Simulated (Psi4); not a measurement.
# C2ClF3 (chlorotrifluoroethylene) at M06-L/cc-pVDZ

Aim: the energy change on altering one bond length of C2ClF3 (chlorotrifluoroethylene) at M06-L/cc-pVDZ, from 2 runs. 

The results are computed with Psi4 1.11.

### 1 Starting point

C2ClF3: 6 atoms, total charge 0, spin state singlet. SMILES: `FC(F)=C(F)Cl`. The coordinates come from a PBE0-D4/def2-TZVP relaxation.

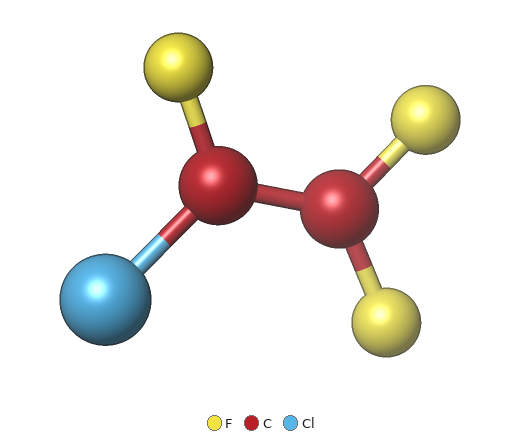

The structure, seen from a chosen angle (fluorine yellow, carbon red, chlorine blue).

### 2 Energy and gradient at M06-L/cc-pVDZ

Input file job.py:

```python
import psi4

psi4.set_memory(2200000000)
psi4.set_num_threads(1)
psi4.set_output_file('output.dat', False)

molecule = psi4.geometry("""
F      0.754980    -1.638860     0.121480
C     -0.084770    -0.642210     0.238150
F     -1.171340    -0.974840     0.883330
C      0.149100     0.567290    -0.247440
F      1.278540     0.821980    -0.890380
Cl    -0.926530     1.866650    -0.105120
units angstrom
symmetry c1
no_reorient
no_com
""")

psi4.set_options({
    'puream': True,
    'e_convergence': 1e-09,
    'd_convergence': 1e-08,
    'scf_type': 'pk',
    'dft_radial_points': 99,
    'dft_spherical_points': 590,
})

energy_value, wavefunction = psi4.gradient("m06-l/cc-pVDZ", return_wfn=True)
psi4.oeprop(wavefunction, "DIPOLE", "MAYER_INDICES", "WIBERG_LOWDIN_INDICES", title="M06-L")
print('gradient / Eh bohr^-1')
print(energy_value.np.round(6))
print(f'energy = {wavefunction.energy():.10f} Eh')
for k, v in sorted(psi4.core.scalar_variables().items()):
    print(f'{k:45s} {v:18.10f}')
```

Launch:

```console
python job.py
```

output.dat:

```text
[...]
  Running in c1 symmetry.
[...]
  Nuclear repulsion =  295.745276287558966
[...]
  Multiplicity = 1
[...]
  Nalpha       = 28
  Nbeta        = 28
[...]
    Number of basis functions: 88
[...]
   @RKS iter   1:  -835.78500258917279    6.00942e-02   4.62511e-03 DIIS/ADIIS
[...]
   @RKS iter  13:  -835.85804550326736   -2.27374e-13   3.20466e-09 DIIS
[...]
    Orbital Energies [Eh]
    ---------------------
    Doubly Occupied:
       1A   -101.227741     2A    -24.574971     3A    -24.573561
       4A    -24.558889     5A    -10.240542     6A    -10.204982
       7A     -9.450405     8A     -7.159046     9A     -7.147163
      10A     -7.147100    11A     -1.297575    12A     -1.251696
      13A     -1.241628    14A     -0.877015    15A     -0.751698
      16A     -0.620188    17A     -0.571184    18A     -0.556886
      19A     -0.509234    20A     -0.490253    21A     -0.449825
      22A     -0.434151    23A     -0.422100    24A     -0.404636
      25A     -0.384091    26A     -0.345906    27A     -0.325560
      28A     -0.225238
[...]
  @RKS Final Energy:  -835.85804550326736
   => Energetics <=
    Nuclear Repulsion Energy =            295.7452762875589656
    One-Electron Energy =               -1743.3469516232160004
    Two-Electron Energy =                 682.2562956556784002
    DFT Exchange-Correlation Energy =     -70.5126658232886996
    Empirical Dispersion Energy =           0.0000000000000000
    VV10 Nonlocal Energy =                  0.0000000000000000
    Total Energy =                       -835.8580455032673626
[...]
  -Total Gradient:
     Atom            X                  Y                   Z
    ------   -----------------  -----------------  -----------------
       1       -0.005933030532     0.006355591078     0.001029656485
       2        0.001531312842     0.001635180699    -0.001260988001
       3        0.007440220081     0.001885792210    -0.004299780422
       4       -0.002317761683    -0.000699781607     0.001378148029
       5       -0.007347056207    -0.001964396020     0.004274098800
       6        0.006653033178    -0.007178823845    -0.001145069257
[...]
 Multipole Moments:
 ------------------------------------------------------------------------------------
     Multipole            Electronic (a.u.)      Nuclear  (a.u.)        Total (a.u.)
 ------------------------------------------------------------------------------------
 L = 1.  Multiply by 2.5417464519 to convert [e a0] to [Debye]
 Dipole X            :         14.2710371          -14.3721420           -0.1011049
 Dipole Y            :        -28.6847036           28.6445631           -0.0401405
 Dipole Z            :          1.5990190           -1.5361773            0.0628418
 Magnitude           :                                                    0.1256286
[...]
```

The script printed:

```text
gradient / Eh bohr^-1
[[-0.005933  0.006356  0.00103 ]
 [ 0.001531  0.001635 -0.001261]
 [ 0.00744   0.001886 -0.0043  ]
 [-0.002318 -0.0007    0.001378]
 [-0.007347 -0.001964  0.004274]
 [ 0.006653 -0.007179 -0.001145]]
energy = -835.8580455033 Eh
CURRENT ENERGY                                   -835.8580455033
CURRENT REFERENCE ENERGY                         -835.8580455033
DD SOLVATION ENERGY                                 0.0000000000
DFT FUNCTIONAL TOTAL ENERGY                      -835.8580455033
DFT TOTAL ENERGY                                 -835.8580455033
DFT VV10 ENERGY                                     0.0000000000
DFT XC ENERGY                                     -70.5126658233
GRID ELECTRONS ALPHA                               28.0000001642
GRID ELECTRONS BETA                                28.0000001642
GRID ELECTRONS TOTAL                               56.0000003284
NUCLEAR REPULSION ENERGY                          295.7452762876
ONE-ELECTRON ENERGY                             -1743.3469516232
PCM POLARIZATION ENERGY                             0.0000000000
PE ENERGY                                           0.0000000000
SCF ITERATION ENERGY                             -835.8580455033
SCF ITERATIONS                                     13.0000000000
SCF TOTAL ENERGY                                 -835.8580455033
TWO-ELECTRON ENERGY                               682.2562956557
XC GRID RADIAL POINTS                              99.0000000000
XC GRID SPHERICAL POINTS                          590.0000000000
XC GRID TOTAL POINTS                           327918.0000000000
```

Run time: 37 s. Hardware: 1 thread of Intel Xeon 6975P-C (Granite Rapids), shared host; peak memory 1.3 GiB.

### 3 The distorted shape: the energy at M06-L/cc-pVDZ

Input file calc.dat:

```
memory 2200 mb

molecule system {
  F      0.585555    -1.677065     0.217926
  C     -0.254195    -0.680415     0.334596
  F     -1.340765    -1.013045     0.979776
  C     -0.020325     0.529085    -0.150994
  F      1.278540     0.821980    -0.890380
  Cl    -1.095955     1.828445    -0.008674
  symmetry c1
  no_reorient
  no_com
}

set puream true
set e_convergence 1e-09
set d_convergence 1e-08
set scf_type pk
set dft_radial_points 99
set dft_spherical_points 590

energy_value, wavefunction = energy('m06-l/cc-pVDZ', return_wfn=True)
oeprop(wavefunction, 'WIBERG_LOWDIN_INDICES', 'MAYER_INDICES', 'LOWDIN_CHARGES', title='M06-L')
```

Launch:

```console
psi4 calc.dat calc.out -n 1
```

calc.out:

```text
[...]
  Running in c1 symmetry.
[...]
  Nuclear repulsion =  288.950452344180349
[...]
  Multiplicity = 1
[...]
  Nalpha       = 28
  Nbeta        = 28
[...]
    Number of basis functions: 88
[...]
   @RKS iter   1:  -835.76845491576159   -1.36114e-01   4.57177e-03 DIIS/ADIIS
[...]
   @RKS iter  13:  -835.83985336014985   -2.16005e-12   3.39769e-09 DIIS
[...]
    Orbital Energies [Eh]
    ---------------------
    Doubly Occupied:
       1A   -101.240424     2A    -24.588818     3A    -24.581756
       4A    -24.529361     5A    -10.258470     6A    -10.211706
       7A     -9.462295     8A     -7.171201     9A     -7.159193
      10A     -7.158778    11A     -1.307842    12A     -1.252984
      13A     -1.162513    14A     -0.887324    15A     -0.759068
      16A     -0.624160    17A     -0.576486    18A     -0.526552
      19A     -0.514970    20A     -0.467821    21A     -0.434834
      22A     -0.431781    23A     -0.412051    24A     -0.403342
      25A     -0.363607    26A     -0.347314    27A     -0.331739
      28A     -0.240103
[...]
  @RKS Final Energy:  -835.83985336014985
   => Energetics <=
    Nuclear Repulsion Energy =            288.9504523441803485
    One-Electron Energy =               -1729.8469901202747678
    Two-Electron Energy =                 675.4716342358815382
    DFT Exchange-Correlation Energy =     -70.4149498199370214
    Empirical Dispersion Energy =           0.0000000000000000
    VV10 Nonlocal Energy =                  0.0000000000000000
    Total Energy =                       -835.8398533601498457
[...]
 Multipole Moments:
 ------------------------------------------------------------------------------------
     Multipole            Electronic (a.u.)      Nuclear  (a.u.)        Total (a.u.)
 ------------------------------------------------------------------------------------
 L = 1.  Multiply by 2.5417464519 to convert [e a0] to [Debye]
 Dipole X            :         29.0054957          -29.4199839           -0.4144881
 Dipole Y            :        -25.3748829           25.2513047           -0.1235782
 Dipole Z            :         -6.7847661            7.0298795            0.2451133
 Magnitude           :                                                    0.4971444
[...]
```

Wall time 26 s (1 thread of Intel Xeon 6975P-C (Granite Rapids), shared host); peak memory 1.3 GiB.

### 4 What came out

At M06-L/cc-pVDZ:

| quantity | value |
| --- | --- |
| first shape: total energy | -835.85805 Eh |
| first shape: dipole moment | 0.32 D |
| first shape: HOMO energy | -6.13 eV |
| first shape: LUMO energy | -0.21 eV |
| first shape: HOMO–LUMO gap | 5.92 eV |
| first shape: largest force on an atom | 0.507 eV/Å |
| distorted shape: total energy | -835.83985 Eh |
| distorted shape: dipole moment | 1.26 D |
| distorted shape: HOMO energy | -6.53 eV |
| distorted shape: LUMO energy | -1.09 eV |
| distorted shape: HOMO–LUMO gap | 5.44 eV |
| energy change with the C4–F5 bond stretched from 1.324 to 1.523 Å | 0.495 eV |

What this shows: With the C4–F5 bond stretched from 1.324 to 1.523 Å the energy rises by 0.50 eV (47.8 kJ/mol). The first shape isn't relaxed at this level, so the change isn't measured from a minimum. The largest force (first shape) is 0.51 eV/Å: the shape isn't a stationary point for this species at this level.
